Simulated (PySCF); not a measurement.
```xyz
17

C    -2.3704   -1.0669   -0.2632
C    -1.8332    0.3503   -0.0942
N    -0.3898    0.3877   -0.1683
C     0.4061    0.7965    0.8438
O    -0.0449    1.2079    1.9008
Si    2.2907    0.7536    0.5036
N     2.4943   -0.5117   -0.6621
H    -1.9705   -1.7183    0.5100
H    -3.4543   -1.0642   -0.1883
H    -2.0915   -1.4684   -1.2360
H    -2.2575    1.0039   -0.8655
H    -2.0967    0.7475    0.8889
H     0.0463    0.0465   -1.0103
H     2.7142    1.9664   -0.1969
H     2.9884    0.6086    1.7829
H     2.1675   -1.4374   -0.4272
H     3.3944   -0.5901   -1.1093
```

Geometry: GFN2-xTB.

Computed with PySCF 2.14.0, wB97X-D/def2-SVPD, SCF density, gas phase.

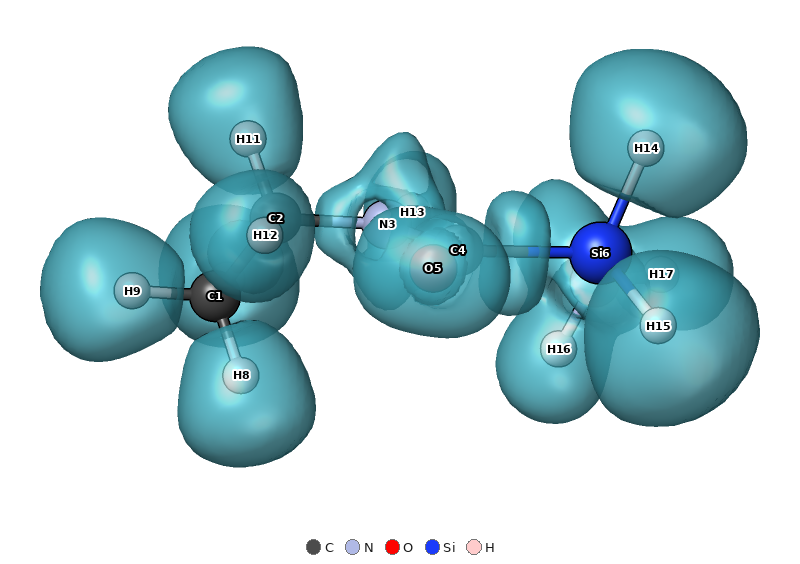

C$_{3}$H$_{10}$N$_{2}$OSi (SMILES CCNC(=O)[SiH2]N). Isosurface of the ELF at 0.75 (cyan), seen from one side. Core shells and regions of very low density are left out.

**Identify the bonds, lone pairs and shells in this picture.**

The ELF exceeds this value in one region between bonded C–C atoms (shared pairs), one region between bonded C–Si atoms (shared pairs), seven regions around hydrogen nuclei, one region on O in which the atom's valence shell and bonds are merged and two joined regions spread over several atoms (H, N), in which their bonds and any lone pairs are merged. Along the contacts the grid gives the following. C–O (1.22 Å): the ELF peaks at about 0.85 between the atoms; a short, multiple covalent bond. C–N (1.35 Å): the ELF peaks at about 0.90 between the atoms, as expected for a covalent bond.
